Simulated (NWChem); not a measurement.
# HF/def2-TZVPPD run of [HO2]− (hydroperoxide(1-))

What is the vertical ionisation energy of [HO2]− (hydroperoxide(1-)) at HF/def2-TZVPPD? 

The calculation is run with NWChem 7.3.0.

4 further runs of the same task are left out: 4 set aside as unsound or not needed. Runs told in other sessions of the task aren't counted.

## (1) Starting point

The species is [HO2]− (3 atoms), meant as a singlet with charge -1. SMILES: `[O-]O`. Geometry: relaxed at PBE0-D4/def2-TZVPD.

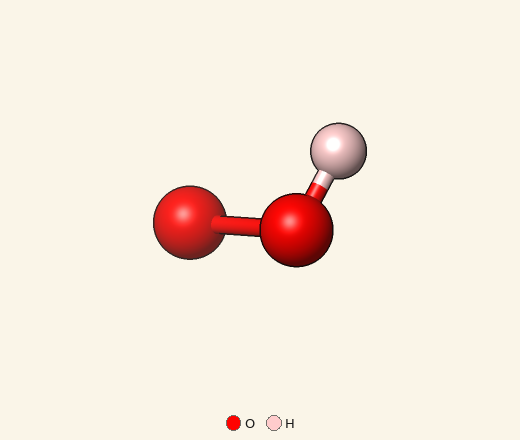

The structure, seen from a chosen angle (oxygen red, hydrogen pink).

## (2) Energy and forces at HF/def2-TZVPPD

File ho2.nw:

```
start ho2
title "HO2"
memory stack 880 mb heap 220 mb global 1100 mb
charge -1
geometry units angstroms noautosym nocenter noautoz
O       -0.357760       1.025590      -0.080830
O       -0.242260      -0.445880      -0.180750
H        0.600030      -0.579720       0.261570
end
basis spherical bse
* library def2-TZVPPD
end
scf
thresh 1e-08
maxiter 80
end
task scf gradient
```

Launch:

```console
$ nwchem ho2.nw > ho2.out
```

What it wrote:

```text
[...]
  functions       =    97
[...]
  wavefunction    = RHF
[...]
         Total SCF energy =   -150.224954637922
      One-electron energy =   -272.128408911388
      Two-electron energy =     92.376384934608
 Nuclear repulsion energy =     29.527069338859
        Time for solution =     14.0s
[...]
                         RHF ENERGY GRADIENTS
    atom               coordinates                        gradient
                 x          y          z           x          y          z
   1 O      -0.676068   1.938084  -0.152747    0.000704   0.009578   0.001441
   2 O      -0.457805  -0.842591  -0.341568   -0.023354  -0.008523  -0.013616
   3 H       1.133892  -1.095512   0.494296    0.022650  -0.001055   0.012175
[...]
```

It took 18 s on 1 thread of Intel Xeon Platinum 8488C (Sapphire Rapids), shared host; peak memory 0.11 GiB.

## (3) Doublet neutral HO2: the energy at UHF/def2-TZVPPD

File run.py:

```python
from ase import Atoms
from ase.calculators.nwchem import NWChem

system = Atoms(['O', 'O', 'H'], positions=[
    [-0.357760, 1.025590, -0.080830],
    [-0.242260, -0.445880, -0.180750],
    [0.600030, -0.579720, 0.261570],
])

calc = NWChem(
    label='ho2',
    theory='scf',
    memory='2200 mb',
    basis='def2-TZVPPD',
    basispar='spherical bse',
    scf={'nopen': '1', 'uhf': None, 'thresh': '1e-08', 'maxiter': '80'},
    task='energy',
)
system.calc = calc

print(f"energy = {system.get_potential_energy():.6f} eV")
```

Launch:

```console
$ export ASE_NWCHEM_COMMAND="nwchem PREFIX.nwi > PREFIX.nwo"
$ python run.py
```

What it wrote:

```text
energy = -4087.942055 eV
```

The calculator wrote ho2.nwi:

```
title "ho2"

permanent_dir ho2

scratch_dir ho2

start ho2

geometry units angstrom nocenter noautosym noautoz
  O  -3.5776000000000002e-01 1.0255900000000000e+00 -8.0829999999999999e-02
  O  -2.4226000000000000e-01 -4.4588000000000000e-01 -1.8074999999999999e-01
  H  6.0002999999999995e-01 -5.7972000000000001e-01 2.6157000000000002e-01
end

memory 2200 mb

basis spherical bse noprint
   * library def2-TZVPPD
end

scf
  nopen 1
  uhf
  thresh 1e-08
  maxiter 80
end

task scf energy
```

ho2.nwo, cut to the lines that bear on the results:

```text
[...]
         Total SCF energy =   -150.229100840246
      One electron energy =   -265.875279776188
      Two electron energy =     86.119109597084
 Nuclear repulsion energy =     29.527069338859
[... 7 lines left out ...]
          Final alpha eigenvalues
[... 23 lines left out ...]
          Final beta eigenvalues
[...]
```

It took 47 s on 1 thread of Intel Xeon Platinum 8488C (Sapphire Rapids), shared host; peak memory 0.1 GiB.

## (4) Summary of results

At HF/def2-TZVPPD:

| quantity | value |
| --- | --- |
| singlet [HO2]−: total energy | -150.22495 Eh |
| singlet [HO2]−: HOMO energy | -2.98 eV |
| singlet [HO2]−: LUMO energy | 6.27 eV |
| singlet [HO2]−: HOMO–LUMO gap (to an unbound level, set by the basis) | 9.25 eV |
| singlet [HO2]−: largest force on an atom | 1.458 eV/Å |
| doublet neutral HO2: total energy | -150.22910 Eh |
| doublet neutral HO2: dipole moment | 1.84 D |
| doublet neutral HO2: HOMO energy (highest over α and β) | -13.93 eV |
| doublet neutral HO2: LUMO energy (lowest over α and β) | 1.87 eV |
| doublet neutral HO2: ⟨S²⟩ | 0.856 |
| vertical detachment energy (to the doublet neutral) | -0.113 eV |

What this shows: The species is unbound against losing an electron at this level, by 0.11 eV (−10.9 kJ/mol); missing correlation or diffuse functions can give that sign where the real anion is bound. The largest force (singlet [HO2]−) is 1.46 eV/Å: the shape isn't a stationary point for this species at this level. ⟨S²⟩ (doublet neutral HO2) is 0.86 where a pure doublet has 0.75: the reference is spin-contaminated. Mulliken charges (doublet neutral HO2) run from -0.20 on O2 to +0.25 on H3; in a basis this large or diffuse they mean little.
